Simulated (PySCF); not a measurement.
**C₃H₇BrSi₂ (SMILES C#C[C@H](Br)[SiH2][SiH3]): density, localisation and related maps**

```xyz
13

C     2.4595    0.7809    0.8124
C     1.7910    0.3533   -0.0862
C     0.9352   -0.1242   -1.1229
Br    0.2060    1.4234   -2.1577
Si   -0.5936   -1.0970   -0.4457
Si   -1.8167    0.2882    0.9491
H     3.0745    1.1346    1.5847
H     1.5043   -0.6938   -1.8578
H    -1.2691   -1.5429   -1.6714
H     0.0118   -2.2934    0.1599
H    -2.9385    0.9075    0.2405
H    -0.9966    1.3582    1.5208
H    -2.3722   -0.4943    2.0564
```

Geometry: GFN2-xTB.

The calculation used PySCF, CAM-B3LYP/def2-SVPD, SCF density, gas phase.

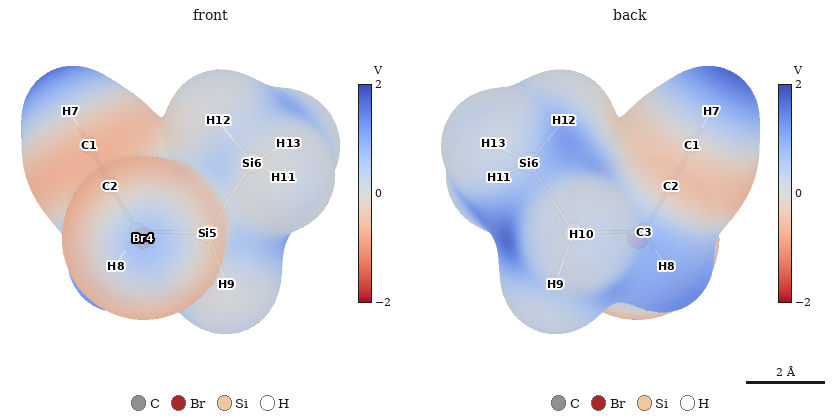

Figure 1. The electrostatic potential painted on the density surface at 0.002 e/bohr³, seen from the front and from behind; the colour scale runs from red (negative) to blue (positive).

### Where is the surface potential most negative and most positive?

The most negative region (about −0.7 V) lies over C1, C2 and Br4, the most positive (about +1.6 V) over Si5 and H7. Br4 shows a σ-hole: about +0.7 V at the tip opposite its bond, against about −0.5 V on its flanks.

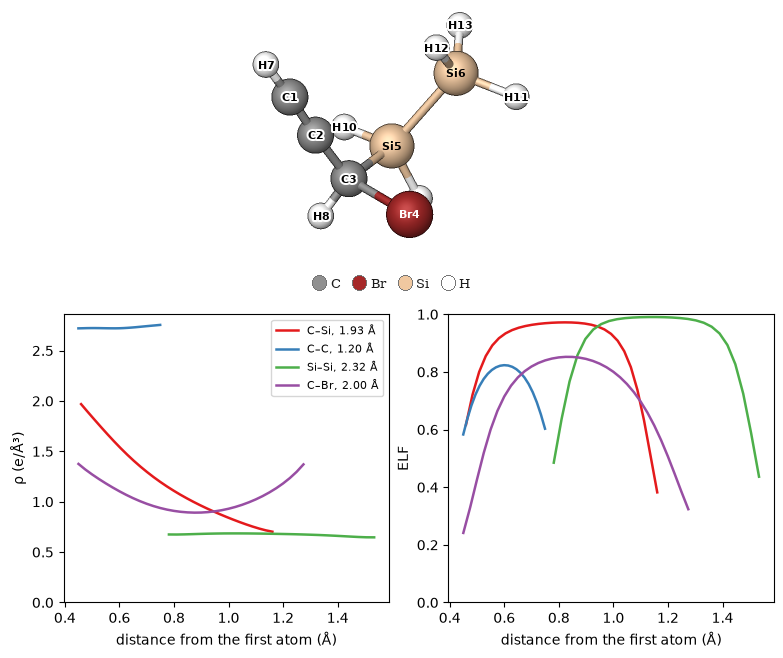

Figure 2. Electron density and ELF along straight lines between neighbouring atoms. The curves leave out the atomic cores. The structure is drawn too.

### What kind of bonding do the profiles show?

C–Si (1.93 Å): the density is about 0.88 e/Å³ at the midpoint; the ELF peaks at about 1 between the atoms: a shared electron pair.
C–C (1.20 Å): the density is about 2.7 e/Å³ at the midpoint; the ELF peaks at about 0.80 between the atoms: a short, multiple covalent bond.
Si–Si (2.32 Å): ρ is about 0.68 e/Å³ halfway; the ELF peaks at about 1 between the atoms, as expected for localised, covalent bonding.
C–Br (2.00 Å): the density is about 0.93 e/Å³ at the midpoint; the ELF peaks at about 0.85 between the atoms; a covalent bond.
